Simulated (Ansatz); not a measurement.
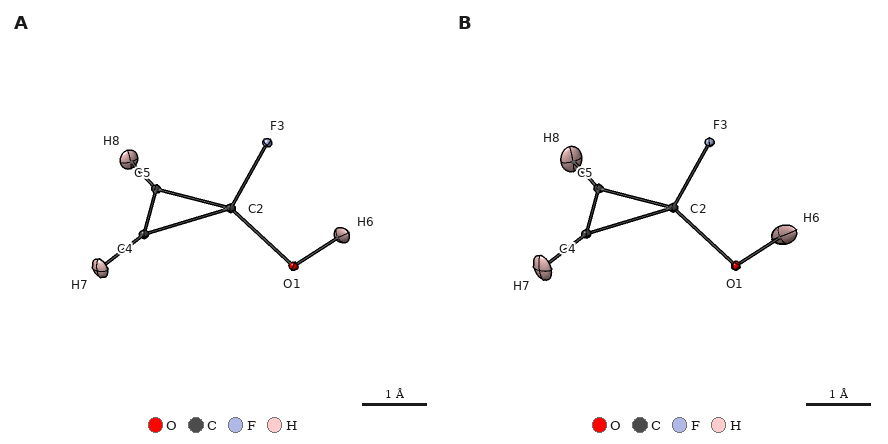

Displacement ellipsoids at the 50 % level, scaled by 0.7, from the internal vibrations of the free molecule (harmonic, no overall translation or rotation; no half-axis is drawn under 0.075 Å). Vibrations computed with RKS PBE0-D4/def2-TZVP (Ansatz 0.2.0). One panel is for 0 K (zero-point motion alone), the other for 600 K.

### Which panel is for 600 K?

B.

### How much does the mean-square displacement of H6 grow, and why?

U_eq goes from 0.0284 to 0.0868 Å², a factor of 3.1. Modes below kT (417 cm⁻¹ at 600 K) grow about in proportion to T, and the lowest lies at 236 cm⁻¹; the mean-square amplitude of a mode is its zero-point value times coth(ħω/2kT), which comes close to 1 only above about 3kT.
